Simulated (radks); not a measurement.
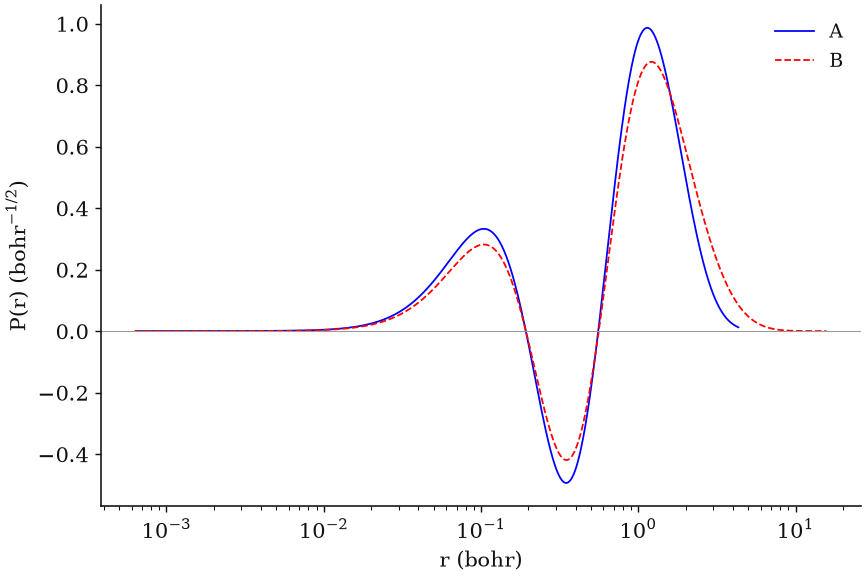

Two charge states of gold were computed: Au in [Xe] 4f14 5d10 6p1 (high spin); Au⁵⁺ in [Kr] 4d10 4f14 5s1 5p6 5d7 (high spin). Computed with the in-house radial solver radks: scalar-relativistic Kohn-Sham, r2SCAN, spin-polarised, spherical densities, finite nucleus.

The plot shows P(r) = r R(r) of the 5d down orbital in both runs (large components where relativistic).

Q: Which curve belongs to which run?

Answer: A is Au⁵⁺ in [Kr] 4d10 4f14 5s1 5p6 5d7 (high spin) (⟨r⟩ = 1.32 bohr, eigenvalue −69.9 eV); B is Au in [Xe] 4f14 5d10 6p1 (high spin) (⟨r⟩ = 1.57 bohr, eigenvalue −9.16 eV). Fewer electrons screen less, so the orbital shrinks.
